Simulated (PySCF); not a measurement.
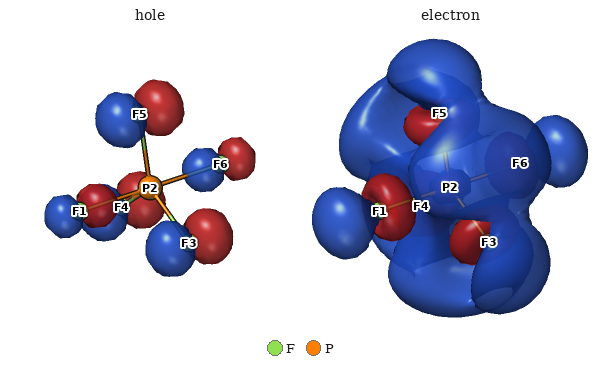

*F5P, SMILES `FP(F)(F)(F)F`. Leading natural transition orbital pair of S₅ (TDA singlet states); the surfaces enclose about 70 % of each orbital's density.*

Computed with PySCF, CAM-B3LYP/def2-SVPD, geometry: GFN2-xTB. No frequency check shows the geometry to be a minimum. GFN2-xTB bond lengths at metals and heavier atoms can be off by up to 0.1 Å and shapes distorted, which carries into these values.

The calculation's input:

```python
import numpy as np
from pyscf import gto, scf, dft, tdscf
from pyscf.scf import atom_ks, atom_hf
from scipy.linalg import block_diag

def solve(mol, dm0=None, hcore=None):
    mf = (dft.UKS if mol.spin else dft.RKS)(mol, xc='camb3lyp')
    mf.grids.level = 3
    mf = mf.density_fit(auxbasis='def2-universal-jkfit')
    mf.conv_tol, mf.max_cycle = 1e-8, 80
    if hcore is not None:
        mf.get_hcore = lambda *args: hcore
    mf.kernel(dm0)
    if not mf.converged:
        mf = mf.newton().run(mf.mo_coeff, mf.mo_occ, max_cycle=30)
    assert mf.converged, 'SCF not converged'
    return mf

mol = gto.M(atom='''
F     -1.58882     0.00084    -0.00041
P      0.00004     0.00016    -0.00042
F      0.00024    -0.40540     1.50551
F      0.00008    -1.10388    -1.10168
F     -0.00042     1.50681    -0.40203
F      1.58886     0.00136    -0.00069
''', basis='def2-svpd', charge=0, spin=0, verbose=4)
mf = solve(mol)
td = mf.TDA()
td.nstates, td.singlet, td.conv_tol = 6, True, 1e-5
td.kernel()
td.analyze()
x, y = np.array([p[0] for p in td.xy]), np.array([p[1] + 0 * p[0] for p in td.xy])
f, mu = td.oscillator_strength(), td.transition_dipole()
nto = [td.get_nto(state=i + 1, verbose=4) for i in range(len(td.e))]
# spherically averaged free atoms, for the promolecule
atm = atom_ks.get_atm_nrks(mol, xc='camb3lyp')
pro = block_diag(*[(atm[a[0]][2] * atm[a[0]][3]) @ atm[a[0]][2].T for a in mol._atom])
np.savez('result.npz', e=td.e, f=f, ok=td.converged, w=[n[0] for n in nto], nto=[n[1] for n in nto], x=x, y=y, c=mf.mo_coeff, occ=mf.mo_occ, eps=mf.mo_energy, pro=pro, mu=mu)
```

Run with:

```sh
OMP_NUM_THREADS=1 python input.py
```

The run took 2.8 min on 1 thread of Intel(R) Xeon(R) Platinum 8259CL CPU @ 2.50GHz (Skylake/Cascade Lake), on a shared host, peak memory 0.73 GiB.

Where does the state lie, and where do hole and electron sit?

11.54 eV (107 nm), f = 0.166 (bright), partly diffuse acceptor orbital; the leading pair carries 96 %; hole on F3, F4 and F5 (24 % each), F1 and F6 (11 % each) and P2 (6 %), electron on P2 (33 %), F3, F4 and F5 (15 % each) and F1 and F6 (11 % each) (atom shares of so diffuse an orbital are rough); their centroids lie 0.0 Å apart. In canonical orbitals it is mainly HOMO−4 → LUMO (90 %). The HOMO–LUMO gap is 14.24 eV.
